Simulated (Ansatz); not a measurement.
Nudged elastic band, with input and output: AlSiH5OF2

- system: AlSiH5OF2
- method: RKS r2SCAN-D4/def2-SVP (Ansatz 0.2.0)

The run did not end well. One setting was made poor on purpose. It belongs to a series of runs on one base structure; here: band between the two ends.

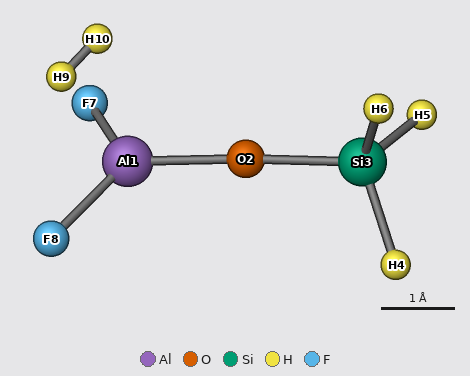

**Figure 1.** The structure as given in the input (ball-and-stick view, seen at a tilt; atoms are numbered from 1 in the order of the input). Sticks mark near contacts. Bond lengths as drawn: Al–F 1.65 to 1.66 Å, Al–O 1.68 Å, H–H 0.77 Å, H–Si 1.49 Å and O–Si 1.65 Å.

Outcome

```tsv
quantity	value
outcome	not converged
barrier, forward (band not converged)	0.879 eV
barrier, backward	0.710 eV
hardware	4 threads of Arm Neoverse V2, 24 GiB of memory available, shared host
wall time	31 s (CPU time 2 min)
peak memory	0.17 GiB
```

What went wrong

The run did not converge: “NEB band did not converge after 3 iterations: max|band force component| = 1.31e0 eV/Å (threshold 5.0e-2); raise `neb.max_iterations` in a new run, which can start from the last band evaluated (`neb.initial_path`, with `crystal.atoms` and `neb.final_atoms` set to its first and last images), add images, or start from endpoints closer to local minima …” Its last values are not results. A deliberately poor setting: few iterations.

The input
```yaml
crystal:
  periodic: [false, false, false]
  atoms:
    - { symbol: Al, position_ang: [-0.040827, 0.056256, 0.226877] }
    - { symbol: O, position_ang: [-0.722663, -0.276227, 1.723118] }
    - { symbol: Si, position_ang: [-1.430008, -0.667719, 3.160112] }
    - { symbol: H, position_ang: [-2.624205, -1.533837, 2.932258] }
    - { symbol: H, position_ang: [-0.463248, -1.397241, 4.032679] }
    - { symbol: H, position_ang: [-1.863399, 0.578305, 3.861226] }
    - { symbol: F, position_ang: [1.562649, -0.247717, -0.041199] }
    - { symbol: F, position_ang: [-0.993533, 0.399649, -1.087069] }
    - { symbol: H, position_ang: [-0.045635, 2.166247, 0.162218] }
    - { symbol: H, position_ang: [0.36587, 2.070285, 0.80158] }
basis:
  gaussian: { orbitals: def2-SVP }
hamiltonian:
  xc: r2scan
  dispersion: d4
neb:
  order_check: false
  images: 5
  f_tol: 0.05
  max_iterations: 3
  final_atoms:
    - { symbol: Al, position_ang: [-0.18425601, 0.66589068, 0.06164927] }
    - { symbol: O, position_ang: [0.03472302, 0.36860554, 1.95273866] }
    - { symbol: Si, position_ang: [-1.30856943, -0.40895217, 2.76977885] }
    - { symbol: H, position_ang: [-1.55692895, -1.75302622, 2.20968201] }
    - { symbol: H, position_ang: [-0.7413162, -0.53856354, 4.14516239] }
    - { symbol: H, position_ang: [-2.47053094, 0.50223765, 2.79435091] }
    - { symbol: F, position_ang: [0.89862686, -0.39753663, -0.63978549] }
    - { symbol: F, position_ang: [-1.75143182, 0.02856306, 0.27851672] }
    - { symbol: H, position_ang: [-0.02747822, 2.19998786, -0.25829975] }
    - { symbol: H, position_ang: [0.8521627, 0.48079478, 2.45800643] }
  initial_path:
    images:
      - { positions_ang: [[-0.040827, 0.056256, 0.226877], [-0.722663, -0.276227, 1.723118], [-1.430008, -0.667719, 3.160112], [-2.624205, -1.533837, 2.932258], [-0.463248, -1.397241, 4.032679], [-1.863399, 0.578305, 3.861226], [1.562649, -0.247717, -0.041199], [-0.993533, 0.399649, -1.087069], [-0.045635, 2.166247, 0.162218], [0.36587, 2.070285, 0.80158]] }
      - { positions_ang: [[-0.02237711, 0.0489003, 0.15248894], [-0.48275445, -0.18404455, 1.85986932], [-1.39313564, -0.59204603, 3.13318119], [-2.49116625, -1.44768952, 2.71993789], [-0.59355581, -1.32780288, 4.10296], [-1.91714578, 0.63835396, 3.74827626], [1.53668033, -0.14218507, -0.30373838], [-1.14297012, 0.27522308, -1.00920826], [-0.00800122, 2.04041982, 0.31435954], [0.25942705, 1.8388719, 1.0536735]] }
      - { positions_ang: [[-0.00392721, 0.0415446, 0.07810088], [-0.2428459, -0.0918621, 1.99662064], [-1.35626329, -0.51637307, 3.10625037], [-2.35812749, -1.36154204, 2.50761778], [-0.72386363, -1.25836476, 4.17324101], [-1.97089256, 0.69840293, 3.63532653], [1.51071166, -0.03665314, -0.56627775], [-1.29240724, 0.15079716, -0.93134753], [0.02963256, 1.91459263, 0.46650108], [0.1529841, 1.60745879, 1.30576699]] }
      - { positions_ang: [[0.01452268, 0.0341889, 0.00371282], [-0.00293735, 0.00032034, 2.13337196], [-1.31939093, -0.4407001, 3.07931956], [-2.22508874, -1.27539456, 2.29529766], [-0.85417144, -1.18892663, 4.24352201], [-2.02463935, 0.75845189, 3.52237679], [1.48474299, 0.06887879, -0.82881713], [-1.44184436, 0.02637124, -0.85348679], [0.06726635, 1.78876545, 0.61864262], [0.04654115, 1.37604569, 1.55786049]] }
      - { positions_ang: [[-0.05173688, 0.24475616, 0.02302497], [0.00961611, 0.12308208, 2.07316086], [-1.31578377, -0.43011746, 2.97613933], [-2.00236881, -1.43460512, 2.26675911], [-0.81655303, -0.97213894, 4.21073547], [-2.17326988, 0.67304714, 3.2797015], [1.28937094, -0.08659302, -0.76580658], [-1.54504018, 0.02710185, -0.47615229], [0.03568482, 1.92583958, 0.3263285], [0.31508167, 1.07762872, 1.85790913]] }
      - { positions_ang: [[-0.11799645, 0.45532342, 0.04233712], [0.02216956, 0.24584381, 2.01294976], [-1.3121766, -0.41953481, 2.87295909], [-1.77964888, -1.59381567, 2.23822056], [-0.77893462, -0.75535124, 4.17794893], [-2.32190041, 0.5876424, 3.03702621], [1.0939989, -0.24206482, -0.70279604], [-1.648236, 0.02783245, -0.09881779], [0.0041033, 2.06291372, 0.03401437], [0.58362219, 0.77921175, 2.15795778]] }
      - { positions_ang: [[-0.18425601, 0.66589068, 0.06164927], [0.03472302, 0.36860554, 1.95273866], [-1.30856943, -0.40895217, 2.76977885], [-1.55692895, -1.75302622, 2.20968201], [-0.7413162, -0.53856354, 4.14516239], [-2.47053094, 0.50223765, 2.79435091], [0.89862686, -0.39753663, -0.63978549], [-1.75143182, 0.02856306, 0.27851672], [-0.02747822, 2.19998786, -0.25829975], [0.8521627, 0.48079478, 2.45800643]] }
```

Launched with:
```bash
ansatz run input.yaml --threads 4 --pin off --max-ram 5120MiB --backend cpu --events-out ev --progress --plain --runs-dir out
```

Log
```
Engine: ansatz 0.2.0, aarch64-unknown-linux-gnu
Functional definition: r2SCAN
  parameter k0 = 0.174
  parameter k1 = 0.065
  parameter a1 = 4.9479
  exchange = r2scan_x(k0 = k0, k1 = k1, a1 = a1)
  correlation = r2scan_c
1118 factors; their error is unknown
mean field evaluation 1: about -22019.0313 eV, gradient 7.2e1 eV
mean field evaluation 2: about -21993.3880 eV, gradient 1.4e2 eV
mean field evaluation 4: about -22027.3009 eV, gradient 9.9e0 eV
mean field evaluation 8: about -22027.4667 eV, gradient 1.0e-1 eV
mean field evaluation 16: about -22027.3942 eV, gradient 3.4e-5 eV
mean field -22027.39422493 eV, -809.4918070620 hartree, gradient 3.4e-5 eV, S^2 0.000000; 0 other end points of the search recorded, 0 dependent functions left out
the calculation of the forces begins
reference -22027.39423878 eV, -809.4918075709 hartree; 29, 29 occupied and 74, 74 virtual orbitals, 1118 factors
1118 factors; their error is unknown
mean field evaluation 32: about -22027.2224 eV, gradient 1.8e-5 eV
mean field -22027.22241719 eV, -809.4854932440 hartree, gradient 1.8e-5 eV, S^2 0.000000; 0 other end points of the search recorded, 0 dependent functions left out
[... from here on the field's lines of each further geometry are left out, up to the last ...]
NEB iter   1: max|band force component| = 1.272e1 eV/Å  barrier→ = 2.2282 eV  barrier← = 2.0588 eV  Δτ_max = 0.2000 Å  (183 SCF iters)
NEB iter   2: max|band force component| = 2.372e0 eV/Å  barrier→ = 1.0990 eV  barrier← = 0.9296 eV  Δτ_max = 0.2000 Å  (164 SCF iters)
the calculation of the forces begins
reference -22026.79754052 eV, -809.4698793143 hartree; 29, 29 occupied and 74, 74 virtual orbitals, 1118 factors
these checks for a lower state are left out or cut short: starts, cluster_reference, orbital_swaps, neighbouring_geometries, increment
1118 factors; their error is unknown
mean field -22027.00686859 eV, -809.4775719790 hartree, gradient 1.0e-5 eV, S^2 0.000000; 0 other end points of the search recorded, 0 dependent functions left out
the calculation of the forces begins
reference -22027.00688231 eV, -809.4775724834 hartree; 29, 29 occupied and 74, 74 virtual orbitals, 1118 factors
NEB iter   3: max|band force component| = 1.311e0 eV/Å  barrier→ = 0.8794 eV  barrier← = 0.7100 eV  Δτ_max = 0.2000 Å  (154 SCF iters)
```

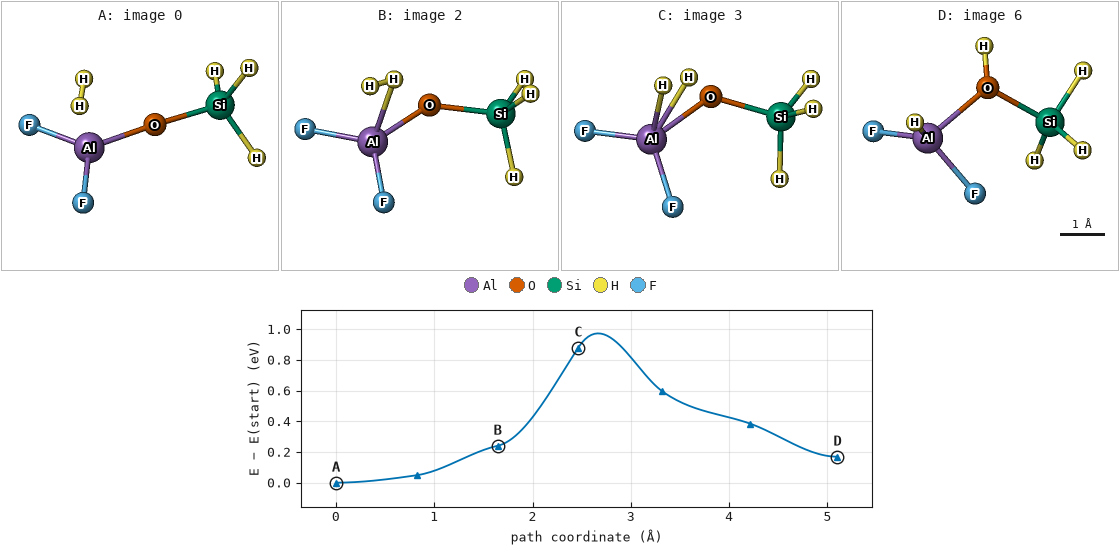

**Figure 2.** Images of the last band (counted from 0; ball-and-stick, seen at a tilt) above the energy along the path; the line is a cubic interpolation that uses the forces. The highest image is number 3, 0.879 eV above the start and 0.710 eV above the end; the end lies 0.169 eV above the start. The path is 5.10 Å long. The band had not converged after 3 iterations.

```
Unfinished report: {"positions_ang":[[-0.03488288877941969,0.2659742968839944,0.15637206673427292],[-0.01422139822347113,-0.013590025992077575,1.939550079351061],[-1.3051646494009457,-0.4546246374766006,2.9219471476714385],[-2.0998061171988116,-1.4393642544231806,2.136976121159735],[-0.8180245088530982,-1.0353876587487816,4.197970221481132],[-2.1064239268804013,0.7518327668676726,3.3062008306824504],[1.3004399064579233,-0.14685967876664885,-0.7445104977729312],[-1.5309355601453747,-0.06130630985656973,-0.4958527674390679],[0.18835970917178135,1.9242243561817371,0.8190289249894815],[0.16566043385181725,1.3571021553304545,1.534117863142428]],"unchecked":["starts","cluster_reference","orbital_swaps","neighbouring_geometries","increment"],"mean_field":{"relativity":"none","state":{"energy":{"ev":-22026.51264928284,"hartree":-809.459409754635},"converged":true,"gradient_ev":0.000013673431580184103,"stability":{"kind":"minimum","curvature_ev":77.67799119504147},"curvature_floor_ev":0.00030000000000000003,"spin_squared":7.105427357601002e-15},"others":[],"fillings":{"estimated":0,"unestimated":0,"tried":0,"untried":0,"excluded_magnetic_sites":0},"n_dropped_functions":0,"n_trapped_functions":0,"passes":{"evaluations":5,"products":30},"factors":{"origin":"density fitting in generated functions","count":1118,"bound_ev":null},"gradient_stop_ev":0.00009,"reference_kind":"stationary","functional":{"name":"r2SCAN","citations":["Furness, Kaplan, Ning, Perdew & Sun, J. Phys. Chem. Lett. 11, 8208 (2020) doi:10.1021/acs.jpclett.0c02405","Furness, Kaplan, Ning, Perdew & Sun, J. Phys. Chem. Lett. 11, 9248 (2020) doi:10.1021/acs.jpclett.0c03077"],"text":"name \"r2SCAN\"\ncite \"Furness, Kaplan, Ning, Perdew & Sun, J. Phys. Chem. Lett. 11, 8208 (2020) doi:10.1021/acs.jpclett.0c02405\"\ncite \"Furness, Kaplan, Ning, Perdew & Sun, J. Phys. Chem. Lett. 11, 9248 (2020) doi:10.1021/acs.jpclett.0c03077\"\nparent r2scan\nparameter k0 = 0.174\nparameter k1 = 0.065\nparameter a1 = 4.9479\nexchange = r2scan_x(k0 = k0, k1 = k1, a1 = a1)\ncorrelation = r2scan_c\n","parameters":{"a1":{"value":4.9479,"default":4.9479},"k0":{"value":0.174,"default":0.174},"k1":{"value":0.065,"default":0.065}},"final_grid":{"core_spheres":27.0,"valence_spheres":18.0,"degree":36.0},"final_grid_parameter_source":"default","radial_points_factor":1.0,"radial_grid_error_ev":0.00004202825166463307,"grid_sensitivity":"normal","grid_sensitivity_ratio":0.004213694444324409},"unsmoothed_excess_ev":-0.000013540447087007316,"symmetry":{"irreps":["A"],"axes":[[0.9999069489509548,-0.009108438029877507,0.010155284154010423],[0.008917043130615442,0.9997847116733115,0.018735438242012743],[-0.010323748418067831,-0.018643139783025037,0.9997729009918358]],"occupied":[{"A":29},{"A":29}]},"density_repulsion":{"missed_ev":0.00009421223411453498,"excess_ev":0.00009421222729998606,"most_excess_ev":0.000754,"are_drawn_again":false,"n_first_factors":1118,"energy_change_ev":0.0,"n_dropped_ends":0},"direct_passes":"host"},"factors":{"origin":"density fitting in generated functions","count":1118,"bound_ev":null},"n_frozen":0,"n_occupied":[29,29],"n_virtual":[74,74],"reference":{"ev":-22026.51264928284,"hartree":-809.459409754635},"dispersion":{"energy":{"ev":-0.04738553939048499,"hartree":-0.0017413864535281232},"switches_in_reach":[]},"total":{"ev":-22026.56003482223,"hartree":-809.4611511410885},"forces_ev_per_angstrom":[[0.10315907051143533,-0.9783271751685592,0.33825592719508923],[-0.05511810596651392,-0.19100882116083498,-0.4184504413861966],[-0.04630223684688489,-0.15558146204844261,0.1556908039699744],[-0.15452278989635868,0.00582237379408173,0.16588148803828],[0.10417962759138233,-0.12121908396926188,0.0019783717826637862],[-0.002130727945254663,-0.02637770656361367,-0.21812994944349653],[-0.1725572325834434,0.25752722074386863,0.1920418801672237],[0.13879811639055525,0.348286138351388,0.05883953209145254],[0.06350717566120256,0.13177900210668536,0.15302021804375798],[0.02098710307660613,0.7290995139158137,-0.42912783046994096]],"charge_distribution":{"dipole_moment_e_ang":[-0.09342264949830059,0.3397237535133988,0.40936553181209295],"mulliken_charges_e":[1.0498615308560577,-0.6566569884161311,0.5906737139956366,-0.07719476181959695,-0.09476142371603347,-0.09810357752863408,-0.39584174573781006,-0.4017002633821143,-0.1593841210181952,0.24310763676678449],"lowdin_charges_e":[-0.08624520796640134,-0.0792046346107842,0.3536732800011233,-0.07000061183874062,-0.09232776085515493,-0.08947172752618604,-0.03636265860498611,-0.0356792389209879,0.012450540715946312,0.123168019606123]},"n_threads":4,"memory_gib":4.261363637633622,"seconds":{"hamiltonian":1.853225445,"orbitals":0.0,"second_order":0.0,"solver_start":0.0,"cycles":0.0,"cycle":0.0,"perturbative":0.0,"full_ci_increment":0.0,"forces":0.0}}
this run last wrote the band of iteration 3 to [file]
Error: NEB band did not converge after 3 iterations: max|band force component| = 1.31e0 eV/Å (threshold 5.0e-2); raise `neb.max_iterations` in a new run, which can start from the last band evaluated (`neb.initial_path`, with `crystal.atoms` and `neb.final_atoms` set to its first and last images), add images, or start from endpoints closer to local minima. Where this run's directory can be resumed (`checkpoint.write`), a resume goes on for up to `neb.max_iterations` more; to start a new run from the last band, take its images' positions from the `neb_iteration` event of iteration 3 (`data.images[].positions_ang`), in the event stream of the run that computed that iteration (not this run's, if it was resumed behind it). With `checkpoint.write`, `steps/00-neb/state/checkpoint.json` in the run directory holds the last saved band, under `neb.evaluated.images[].positions_ang` (a band under a hybrid functional on support functions is neither saved nor resumed: `neb.initial_path` says where its path is): check the last entry of `neb.iterations` there, which is earlier than 3 if that iteration was not saved or its write failed. If the band's step has no `state` directory and holds `state.next`, a write was cut short, and the file is under `state.next` instead (behind a loss of power it can be under `state.prev`)
this run wrote the band of iteration 3 to [file] as well, whether or not its events were kept: a new run's `neb.initial_path` can list its `images[].positions_ang`
a run's events are kept only if it was started with --events-out <file>, and are in that file
```

The last band as extended XYZ (Å, eV, eV/Å)
```
10
Properties=species:S:1:pos:R:3:forces:R:3 image=0 energy=-22027.43945
Al   -0.0408    0.0563    0.2269   -0.0107   0.0124  -0.0126
O    -0.7227   -0.2762    1.7231   -0.0081  -0.0042   0.0168
Si   -1.4300   -0.6677    3.1601    0.0049   0.0035  -0.0092
H    -2.6242   -1.5338    2.9323   -0.0010  -0.0002   0.0002
H    -0.4632   -1.3972    4.0327    0.0001  -0.0005  -0.0007
H    -1.8634    0.5783    3.8612   -0.0005  -0.0020   0.0028
F     1.5626   -0.2477   -0.0412    0.0086  -0.0023   0.0000
F    -0.9935    0.3996   -1.0871    0.0065  -0.0033   0.0067
H    -0.0456    2.1662    0.1622   -0.0015   0.0003  -0.0015
H     0.3659    2.0703    0.8016    0.0017  -0.0037  -0.0025
10
Properties=species:S:1:pos:R:3:forces:R:3 image=1 energy=-22027.39084
Al   -0.0168    0.0400    0.2192    0.0541   0.0851  -0.3600
O    -0.4070   -0.2073    1.8254    0.1258  -0.1588   0.2741
Si   -1.3630   -0.6010    3.1011   -0.4364  -0.0852   0.3961
H    -2.4946   -1.4748    2.6452    0.1019   0.0293   0.0565
H    -0.5895   -1.3139    4.1659    0.0055   0.0404  -0.1248
H    -1.9542    0.6408    3.7030    0.0845  -0.0726  -0.0559
F     1.5132   -0.2181   -0.3412    0.1188  -0.0308   0.0033
F    -1.2079    0.2628   -0.9022   -0.1036   0.0172  -0.1438
H     0.1003    2.1313    0.3223   -0.0013   0.1773  -0.4899
H     0.1645    1.8882    1.0331    0.0506  -0.0018   0.4443
10
Properties=species:S:1:pos:R:3:forces:R:3 image=2 energy=-22027.19914
Al   -0.0165    0.0478    0.2538    0.1606  -0.0124  -1.3134
O    -0.1346   -0.1815    1.8948    0.0158  -0.5195   1.1399
Si   -1.3075   -0.5292    3.0048   -0.4295  -0.1545   0.3932
H    -2.3255   -1.4282    2.3750    0.0181   0.0094   0.0837
H    -0.7270   -1.1927    4.2088    0.0406   0.0148  -0.0793
H    -2.0000    0.7267    3.4526    0.1094  -0.0655  -0.0825
F     1.4087   -0.1030   -0.5636    0.1242  -0.0178   0.0319
F    -1.3932    0.1080   -0.6558   -0.1420   0.0176  -0.0688
H     0.1624    2.0428    0.5880    0.1655   0.7782  -1.1713
H     0.0782    1.6573    1.2134   -0.0627  -0.0502   1.0667
10
Properties=species:S:1:pos:R:3:forces:R:3 image=3 energy=-22026.56002
Al   -0.0349    0.2660    0.1564    0.1032  -0.9783   0.3383
O    -0.0142   -0.0136    1.9396   -0.0551  -0.1910  -0.4184
Si   -1.3052   -0.4546    2.9219   -0.0463  -0.1556   0.1557
H    -2.0998   -1.4394    2.1370   -0.1545   0.0058   0.1659
H    -0.8180   -1.0354    4.1980    0.1042  -0.1212   0.0020
H    -2.1064    0.7518    3.3062   -0.0021  -0.0264  -0.2181
F     1.3004   -0.1469   -0.7445   -0.1726   0.2575   0.1920
F    -1.5309   -0.0613   -0.4959    0.1388   0.3483   0.0588
H     0.1884    1.9242    0.8190    0.0635   0.1318   0.1530
H     0.1657    1.3571    1.5341    0.0210   0.7291  -0.4291
10
Properties=species:S:1:pos:R:3:forces:R:3 image=4 energy=-22026.84400
Al   -0.0443    0.5150    0.0038   -0.0398  -0.5234  -0.1933
O    -0.0538    0.1165    1.9529    0.4874   0.8758  -0.7049
Si   -1.3104   -0.4452    2.9789   -0.4886  -0.1601   0.0987
H    -1.9965   -1.5037    2.1848    0.1089   0.1169   0.1665
H    -0.7087   -0.9697    4.2409   -0.0062   0.0696  -0.1651
H    -2.2031    0.7232    3.2719    0.1363  -0.1758  -0.0559
F     1.1999   -0.2839   -0.7386    0.4842  -0.1817  -0.0317
F    -1.5147   -0.1082   -0.4450   -0.5892   0.0056   0.0754
H     0.1651    2.0332    0.3166    0.0192   0.4001   0.1001
H     0.2115    1.0709    2.0057   -0.1121  -0.4269   0.7101
10
Properties=species:S:1:pos:R:3:forces:R:3 image=5 energy=-22027.05399
Al   -0.1537    0.5357    0.0152    0.0884   0.9921   0.4988
O    -0.0154    0.2409    1.9754    0.1919  -0.0589  -1.1121
Si   -1.3123   -0.4324    2.8853    0.0436   0.1529   0.3049
H    -1.7736   -1.6099    2.1380    0.0054  -0.0952  -0.0950
H    -0.7361   -0.8121    4.2016    0.0231   0.0203   0.0238
H    -2.3504    0.6083    3.0627   -0.0756   0.0193  -0.0305
F     1.0774   -0.3428   -0.6267    0.5705  -0.6272  -0.3030
F    -1.7033   -0.0348   -0.0881   -0.7691  -0.4101   0.0069
H     0.0577    2.1060   -0.0208    0.0178  -0.0021   0.0129
H     0.6547    0.8890    2.2292   -0.0960   0.0087   0.6932
10
Properties=species:S:1:pos:R:3:forces:R:3 image=6 energy=-22027.27006
Al   -0.1843    0.6659    0.0616   -0.0175   0.0089  -0.0186
O     0.0347    0.3686    1.9527   -0.0028  -0.0073   0.0134
Si   -1.3086   -0.4090    2.7698    0.0022  -0.0074  -0.0035
H    -1.5569   -1.7530    2.2097    0.0024  -0.0004   0.0023
H    -0.7413   -0.5386    4.1452   -0.0003   0.0059   0.0019
H    -2.4705    0.5022    2.7944   -0.0048  -0.0003  -0.0020
F     0.8986   -0.3975   -0.6398    0.0203  -0.0087   0.0074
F    -1.7514    0.0286    0.2785   -0.0175   0.0112  -0.0046
H    -0.0275    2.2000   -0.2583    0.0005  -0.0058   0.0126
H     0.8522    0.4808    2.4580    0.0175   0.0040  -0.0089
```
